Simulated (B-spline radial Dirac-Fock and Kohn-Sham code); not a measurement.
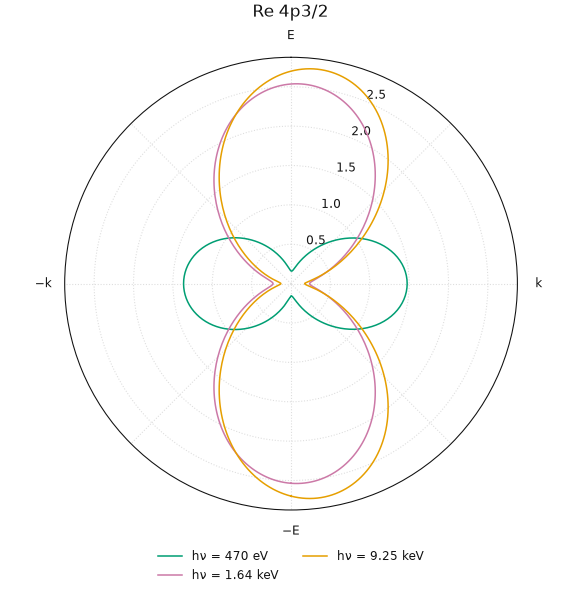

Angular distribution of photoelectrons from N3 (4p3/2) in the plane of the polarisation E (up) and the photon direction k (right), relative to an isotropic one. System: neutral Re. The calculation used a Dirac–Hartree–Slater potential; 1 + βP₂(cos θ) + (δ + γ cos²θ) sin θ cos φ with E1 and E1–E2 terms (a radial B-spline solver). Open shells are averaged over j.

Q: Is the pattern at 9.25 keV symmetric between forward and backward?

A: No: 45° forward of E it is 1.4 times the value 45° backward, from the non-dipole terms.

Q: What are β, γ and δ at 9.25 keV?

A: β = 1.698, γ = 0.670, δ = 0.022.
